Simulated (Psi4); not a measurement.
# HF/STO-3G run of CH6ClNSi (SMILES C[SiH](N)Cl)

What is the energy change on altering one bond length of CH6ClNSi at HF/STO-3G? 

The results are computed with Psi4 1.11.

1 further run of the same task is left out (set aside as unsound or not needed).

## 1. The system as given

CH6ClNSi: 10 atoms, total charge 0, spin state singlet. As SMILES, `C[SiH](N)Cl`. Geometry: relaxed at PBE0-D4/def2-TZVP. This is one conformer, not always the lowest.

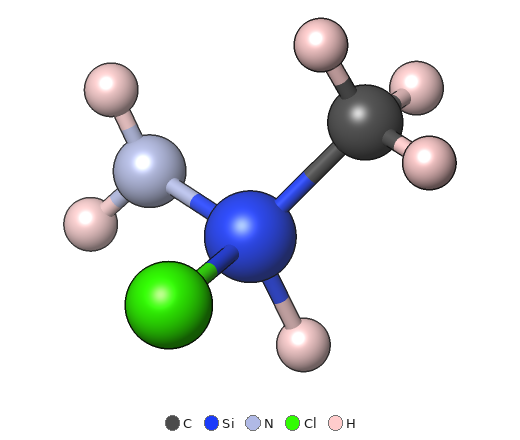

Viewed from a chosen angle; carbon dark grey, silicon blue, nitrogen light blue, chlorine green, hydrogen pink.

## 2. The energy at HF/STO-3G

Contents of ch6clnsi.xyz:

```xyz
10
CH6ClNSi
C     -0.924300     0.960300    -0.429600
Si    -0.055600    -0.637600    -0.073400
N      1.200800    -0.379200     1.050800
Cl     0.594900    -1.392500    -1.900800
H     -1.720000     0.809500    -1.161600
H     -1.359500     1.369700     0.485000
H     -0.226900     1.694300    -0.841400
H     -0.936500    -1.689500     0.482600
H      1.847500     0.382600     0.917600
H      1.662700    -1.168700     1.473800
```

Contents of ch6clnsi_ase.py:

```python
import numpy as np
from ase.calculators.psi4 import Psi4
from ase.io import read

atoms = read('ch6clnsi.xyz')
calc = Psi4(atoms=atoms, method='scf', basis='STO-3G', memory='2200MB', num_threads=1, charge=0, multiplicity=1, label='calc')
calc.psi4.set_options({'puream': True, 'e_convergence': 1e-09, 'd_convergence': 1e-08, 'scf_type': 'pk'})
atoms.calc = calc

print(f'energy: {atoms.get_potential_energy():.6f} eV')
```

Command:

```bash
$ python ch6clnsi_ase.py
```

calc.dat:

```text
=> Loading Basis Set <=

    Name: STO-3G
    Role: ORBITAL
    Keyword: BASIS

         ---------------------------------------------------------
                                   SCF
                              RHF Reference
                        1 Threads,   2098 MiB Core
         ---------------------------------------------------------

  ==> Geometry <==

    Molecular point group: c1
    Full point group: C1

    Geometry (in Angstrom), charge = 0, multiplicity = 1:

       Center              X                  Y                   Z               Mass
    ------------   -----------------  -----------------  -----------------  -----------------
         C           -1.179388228507     1.580429949437     0.176705316738    12.000000000000
         SI          -0.310688228507    -0.017470050563     0.532905316738    27.976926534650
         N            0.945711771493     0.240929949437     1.657105316738    14.003074004430
         CL           0.339811771493    -0.772370050563    -1.294494683262    34.968852682000
         H           -1.975088228507     1.429629949437    -0.555294683262     1.007825032230
         H           -1.614588228507     1.989829949437     1.091305316738     1.007825032230
         H           -0.481988228507     2.314429949437    -0.235094683262     1.007825032230
         H           -1.191588228507    -1.069370050563     1.088905316738     1.007825032230
         H            1.592411771493     1.002729949437     1.523905316738     1.007825032230
         H            1.407611771493    -0.548570050563     2.080105316738     1.007825032230

  Running in c1 symmetry.

  Rotational constants: A =      0.19514  B =      0.10814  C =      0.07805 [cm^-1]
  Rotational constants: A =   5850.14020  B =   3241.95423  C =   2339.73592 [MHz]
  Nuclear repulsion =  222.145996722657117

  Charge       = 0
  Multiplicity = 1
  Electrons    = 50
  Nalpha       = 25
  Nbeta        = 25

  ==> Algorithm <==

  SCF Algorithm Type is PK.
  DIIS enabled.
  MOM disabled.
  Fractional occupation disabled.
  Guess Type is SAD.
  Energy threshold   = 1.00e-09
  Density threshold  = 1.00e-08
  Integral threshold = 1.00e-12

  ==> Primary Basis <==

  Basis Set: STO-3G
    Blend: STO-3G
    Number of shells: 22
    Number of basis functions: 34
    Number of Cartesian functions: 34
    Spherical Harmonics?: true
    Max angular momentum: 1

  ==> Integral Setup <==

  Using in-core PK algorithm.
   Calculation information:
      Number of atoms:                  10
      Number of AO shells:              22
      Number of primitives:             66
      Number of atomic orbitals:        34
      Number of basis functions:        34

      Integral cutoff                 1.00e-12
      Number of threads:                 1

  Performing in-core PK
  Using 354620 doubles for integral storage.
  We computed 28581 shell quartets total.
  Whereas there are 32131 unique shell quartets.

  ==> DiskJK: Disk-Based J/K Matrices <==

    J tasked:                  Yes
    K tasked:                  Yes
    wK tasked:                  No
    Memory [MiB]:             1573
    Schwarz Cutoff:          1E-12

  Minimum eigenvalue in the overlap matrix is 2.3038244411E-01.
  Reciprocal condition number of the overlap matrix is 9.9414318254E-02.
    Using symmetric orthogonalization.

  ==> Pre-Iterations <==

  SCF Guess: Superposition of Atomic Densities via on-the-fly atomic UHF (no occupation information).

   -------------------------
    Irrep   Nso     Nmo
   -------------------------
     A         34      34
   -------------------------
    Total      34      34
   -------------------------

  ==> Iterations <==

                        Total Energy        Delta E     RMS |[F,P]|

   @RHF iter SAD:  -832.04594420887622   -8.32046e+02   0.00000e+00
   @RHF iter   1:  -834.87374029553257   -2.82780e+00   6.64549e-03 ADIIS/DIIS
   @RHF iter   2:  -834.91712940850516   -4.33891e-02   1.52318e-03 ADIIS/DIIS
   @RHF iter   3:  -834.91919617250323   -2.06676e-03   3.75742e-04 ADIIS/DIIS
   @RHF iter   4:  -834.91937179111721   -1.75619e-04   5.37960e-05 DIIS
   @RHF iter   5:  -834.91937612005722   -4.32894e-06   9.62740e-06 DIIS
   @RHF iter   6:  -834.91937627874654   -1.58689e-07   1.98099e-06 DIIS
   @RHF iter   7:  -834.91937628510823   -6.36169e-09   4.91243e-07 DIIS
   @RHF iter   8:  -834.91937628549135   -3.83125e-10   8.76293e-08 DIIS
   @RHF iter   9:  -834.91937628550477   -1.34150e-11   1.07571e-08 DIIS
   @RHF iter  10:  -834.91937628550511   -3.41061e-13   1.37575e-09 DIIS
  Energy and wave function converged.

  ==> Post-Iterations <==

    Orbital Energies [Eh]
    ---------------------

    Doubly Occupied:

       1A   -103.602226     2A    -68.080838     3A    -15.270618
       4A    -11.017905     5A    -10.298237     6A     -7.741760
       7A     -7.736787     8A     -7.736731     9A     -6.050721
      10A     -4.076711    11A     -4.075749    12A     -4.075701
      13A     -1.086591    14A     -0.985433    15A     -0.917410
      16A     -0.663042    17A     -0.607001    18A     -0.545918
      19A     -0.543608    20A     -0.483103    21A     -0.447406
      22A     -0.437555    23A     -0.366962    24A     -0.357884
      25A     -0.331328

    Virtual:

      26A      0.364825    27A      0.491971    28A      0.498991
      29A      0.532815    30A      0.694337    31A      0.709852
      32A      0.735576    33A      0.744250    34A      0.768576

    Final Occupation by Irrep:
              A
    DOCC [    25 ]
    NA   [    25 ]
    NB   [    25 ]

  @RHF Final Energy:  -834.91937628550511

   => Energetics <=

    Nuclear Repulsion Energy =            222.1459967226571166
    One-Electron Energy =               -1599.0563011240105880
    Two-Electron Energy =                 541.9909281158483054
    Total Energy =                       -834.9193762855051091

Computation Completed

Properties will be evaluated at   0.000000,   0.000000,   0.000000 [a0]

Properties computed using the SCF density matrix

 Multipole Moments:

 ------------------------------------------------------------------------------------
     Multipole            Electronic (a.u.)      Nuclear  (a.u.)        Total (a.u.)
 ------------------------------------------------------------------------------------

 L = 1.  Multiply by 2.5417464519 to convert [e a0] to [Debye]
 Dipole X            :          2.3546652           -2.4423036           -0.0876385
 Dipole Y            :         -5.0307389            5.5045785            0.4738395
 Dipole Z            :         -4.9483907            5.8733932            0.9250025
 Magnitude           :                                                    1.0429928

 ------------------------------------------------------------------------------------

	total time  =          1 seconds =       0.02 minutes
```

On the terminal:

```text
energy: -22719.313447 eV
```

Run time: 2.9 s. Hardware: 1 thread of Intel Xeon Platinum 8259CL at 2.50GHz (Skylake/Cascade Lake), shared host; peak memory 0.19 GiB.

## 3. The distorted shape: energy and gradient at HF/STO-3G

Contents of calc.dat:

```
memory 2200 mb

molecule mol {
  C     -1.021887     1.073549    -0.155457
  Si    -0.153187    -0.524351     0.200743
  N      1.103213    -0.265951     1.324943
  Cl     0.594900    -1.392500    -1.900800
  H     -1.817587     0.922749    -0.887457
  H     -1.457087     1.482949     0.759143
  H     -0.324487     1.807549    -0.567257
  H     -1.034087    -1.576251     0.756743
  H      1.749913     0.495849     1.191743
  H      1.565113    -1.055451     1.747943
  units angstrom
  symmetry c1
  no_reorient
  no_com
}

set {
  puream true
  e_convergence 1e-09
  d_convergence 1e-08
  scf_type pk
}

result, w = gradient('hf/STO-3G', return_wfn=True)
```

Command:

```bash
$ psi4 -n 1 calc.dat calc.out
```

calc.out:

```text
Psi4 1.11 release

gradient() will perform analytic gradient computation.

   => Loading Basis Set <=

    Name: STO-3G
    Role: ORBITAL
    Keyword: BASIS

         ---------------------------------------------------------
                                   SCF
                              RHF Reference
                        1 Threads,   2098 MiB Core
         ---------------------------------------------------------

  ==> Geometry <==

    Molecular point group: c1
    Full point group: C1

    Geometry (in Angstrom), charge = 0, multiplicity = 1:

       Center              X                  Y                   Z               Mass
    ------------   -----------------  -----------------  -----------------  -----------------
         C           -1.021887000000     1.073549000000    -0.155457000000    12.000000000000
         SI          -0.153187000000    -0.524351000000     0.200743000000    27.976926534650
         N            1.103213000000    -0.265951000000     1.324943000000    14.003074004430
         CL           0.594900000000    -1.392500000000    -1.900800000000    34.968852682000
         H           -1.817587000000     0.922749000000    -0.887457000000     1.007825032230
         H           -1.457087000000     1.482949000000     0.759143000000     1.007825032230
         H           -0.324487000000     1.807549000000    -0.567257000000     1.007825032230
         H           -1.034087000000    -1.576251000000     0.756743000000     1.007825032230
         H            1.749913000000     0.495849000000     1.191743000000     1.007825032230
         H            1.565113000000    -1.055451000000     1.747943000000     1.007825032230

  Running in c1 symmetry.

  Rotational constants: A =      0.18515  B =      0.07074  C =      0.05626 [cm^-1]
  Rotational constants: A =   5550.68671  B =   2120.65091  C =   1686.57270 [MHz]
  Nuclear repulsion =  210.288818347576694

  Charge       = 0
  Multiplicity = 1
  Electrons    = 50
  Nalpha       = 25
  Nbeta        = 25

  ==> Algorithm <==

  SCF Algorithm Type is PK.
  DIIS enabled.
  MOM disabled.
  Fractional occupation disabled.
  Guess Type is SAD.
  Energy threshold   = 1.00e-09
  Density threshold  = 1.00e-08
  Integral threshold = 1.00e-12

  ==> Primary Basis <==

  Basis Set: STO-3G
    Blend: STO-3G
    Number of shells: 22
    Number of basis functions: 34
    Number of Cartesian functions: 34
    Spherical Harmonics?: true
    Max angular momentum: 1

  ==> Integral Setup <==

  Using in-core PK algorithm.
   Calculation information:
      Number of atoms:                  10
      Number of AO shells:              22
      Number of primitives:             66
      Number of atomic orbitals:        34
      Number of basis functions:        34

      Integral cutoff                 1.00e-12
      Number of threads:                 1

  Performing in-core PK
  Using 354620 doubles for integral storage.
  We computed 28157 shell quartets total.
  Whereas there are 32131 unique shell quartets.

  ==> DiskJK: Disk-Based J/K Matrices <==

    J tasked:                  Yes
    K tasked:                  Yes
    wK tasked:                  No
    Memory [MiB]:             1573
    Schwarz Cutoff:          1E-12

  Minimum eigenvalue in the overlap matrix is 2.3115934088E-01.
  Reciprocal condition number of the overlap matrix is 9.9959098813E-02.
    Using symmetric orthogonalization.

  ==> Pre-Iterations <==

  SCF Guess: Superposition of Atomic Densities via on-the-fly atomic UHF (no occupation information).

   -------------------------
    Irrep   Nso     Nmo
   -------------------------
     A         34      34
   -------------------------
    Total      34      34
   -------------------------

  ==> Iterations <==

                        Total Energy        Delta E     RMS |[F,P]|

   @RHF iter SAD:  -831.85180353728310   -8.31852e+02   0.00000e+00
   @RHF iter   1:  -834.83639042890297   -2.98459e+00   6.62927e-03 DIIS/ADIIS
   @RHF iter   2:  -834.89110150732131   -5.47111e-02   1.63207e-03 DIIS/ADIIS
   @RHF iter   3:  -834.89389928577805   -2.79778e-03   4.59190e-04 DIIS/ADIIS
   @RHF iter   4:  -834.89418258139551   -2.83296e-04   7.20336e-05 DIIS
   @RHF iter   5:  -834.89419204573051   -9.46433e-06   1.68590e-05 DIIS
   @RHF iter   6:  -834.89419261725084   -5.71520e-07   3.96576e-06 DIIS
   @RHF iter   7:  -834.89419265220431   -3.49535e-08   7.52227e-07 DIIS
   @RHF iter   8:  -834.89419265322567   -1.02136e-09   1.70732e-07 DIIS
   @RHF iter   9:  -834.89419265328115   -5.54792e-11   4.07557e-08 DIIS
   @RHF iter  10:  -834.89419265328513   -3.97904e-12   8.28764e-09 DIIS
  Energy and wave function converged.

  ==> Post-Iterations <==

    Orbital Energies [Eh]
    ---------------------

    Doubly Occupied:

       1A   -103.542514     2A    -68.086381     3A    -15.291247
       4A    -11.030286     5A    -10.241961     6A     -7.684971
       7A     -7.681124     8A     -7.681095     9A     -6.057048
      10A     -4.082249    11A     -4.082110    12A     -4.081613
      13A     -1.098864    14A     -0.937112    15A     -0.908716
      16A     -0.672492    17A     -0.620263    18A     -0.553294
      19A     -0.551133    20A     -0.487435    21A     -0.443357
      22A     -0.409238    23A     -0.328865    24A     -0.326480
      25A     -0.320495

    Virtual:

      26A      0.249288    27A      0.480030    28A      0.485374
      29A      0.519808    30A      0.682383    31A      0.698710
      32A      0.727081    33A      0.730198    34A      0.754058

    Final Occupation by Irrep:
              A
    DOCC [    25 ]
    NA   [    25 ]
    NB   [    25 ]

  @RHF Final Energy:  -834.89419265328513

   => Energetics <=

    Nuclear Repulsion Energy =            210.2888183475766937
    One-Electron Energy =               -1575.9653366990087306
    Two-Electron Energy =                 530.7823256981470195
    Total Energy =                       -834.8941926532851312

Computation Completed

Properties will be evaluated at   0.000000,   0.000000,   0.000000 [a0]

Properties computed using the SCF density matrix

 Multipole Moments:

 ------------------------------------------------------------------------------------
     Multipole            Electronic (a.u.)      Nuclear  (a.u.)        Total (a.u.)
 ------------------------------------------------------------------------------------

 L = 1.  Multiply by 2.5417464519 to convert [e a0] to [Debye]
 Dipole X            :        -15.7911704           15.5744216           -0.2167488
 Dipole Y            :         46.7166561          -46.0268933            0.6897628
 Dipole Z            :         35.7253837          -34.3183354            1.4070483
 Magnitude           :                                                    1.5819412

 ------------------------------------------------------------------------------------

	total time  =          1 seconds =       0.02 minutes

         ------------------------------------------------------------
                                   SCF GRAD
         ------------------------------------------------------------

  ==> Geometry <==

    Molecular point group: c1
    Full point group: C1

    Geometry (in Angstrom), charge = 0, multiplicity = 1:

       Center              X                  Y                   Z               Mass
    ------------   -----------------  -----------------  -----------------  -----------------
         C           -1.021887000000     1.073549000000    -0.155457000000    12.000000000000
         SI          -0.153187000000    -0.524351000000     0.200743000000    27.976926534650
         N            1.103213000000    -0.265951000000     1.324943000000    14.003074004430
         CL           0.594900000000    -1.392500000000    -1.900800000000    34.968852682000
         H           -1.817587000000     0.922749000000    -0.887457000000     1.007825032230
         H           -1.457087000000     1.482949000000     0.759143000000     1.007825032230
         H           -0.324487000000     1.807549000000    -0.567257000000     1.007825032230
         H           -1.034087000000    -1.576251000000     0.756743000000     1.007825032230
         H            1.749913000000     0.495849000000     1.191743000000     1.007825032230
         H            1.565113000000    -1.055451000000     1.747943000000     1.007825032230

  Nuclear repulsion =  210.288818347576694

  ==> Basis Set <==

  Basis Set: STO-3G
    Blend: STO-3G
    Number of shells: 22
    Number of basis functions: 34
    Number of Cartesian functions: 34
    Spherical Harmonics?: true
    Max angular momentum: 1

  ==> DirectJKGrad: Integral-Direct SCF Gradients <==

    Gradient:                    1
    J tasked:                  Yes
    K tasked:                  Yes
    wK tasked:                  No
    Integrals threads:           1
    Schwarz Cutoff:          1E-12

  -Total Gradient:
     Atom            X                  Y                   Z
    ------   -----------------  -----------------  -----------------
       1        0.000186533558    -0.005504111147     0.010044404858
       2       -0.003601739766     0.042946190758     0.036374700468
       3        0.014635835981     0.001671141810     0.011556320619
       4        0.022226491561    -0.028319353269    -0.068337759110
       5       -0.005061352283    -0.002551854660    -0.006517318712
       6       -0.003483588720     0.003946581153     0.006973144676
       7        0.007055224923     0.004904602588    -0.004231494200
       8       -0.018048008002    -0.018415156840     0.015843760171
       9       -0.007750314516    -0.006397104403     0.001695505910
      10       -0.006159082734     0.007719064021    -0.003401264688

	total time  =          1 seconds =       0.02 minutes

    Psi4 run time: 0:00:01.55
```

Wall time 3.3 s (1 thread of Intel Xeon Platinum 8259CL at 2.50GHz (Skylake/Cascade Lake), shared host); peak memory 0.18 GiB.

## 4. Outcome

At HF/STO-3G:

```
                                                           quantity          value
                                          first shape: total energy  -834.91938 Eh
                                         first shape: dipole moment         2.65 D
                                           first shape: HOMO energy       -9.02 eV
                                           first shape: LUMO energy        9.93 eV
                                         first shape: HOMO–LUMO gap       18.94 eV
                                      distorted shape: total energy  -834.89419 Eh
                                     distorted shape: dipole moment         4.02 D
                                       distorted shape: HOMO energy       -8.72 eV
                                       distorted shape: LUMO energy        6.78 eV
                                     distorted shape: HOMO–LUMO gap       15.50 eV
                          distorted shape: largest force on an atom     3.972 eV/Å
energy change with the Si2–Cl4 bond stretched from 2.081 to 2.394 Å       0.685 eV
```

What this shows: With the Si2–Cl4 bond stretched from 2.081 to 2.394 Å the energy rises by 0.69 eV (15.8 kcal/mol). The first shape isn't relaxed at this level, so the change isn't measured from a minimum. The minimal basis adds a large error of its own.
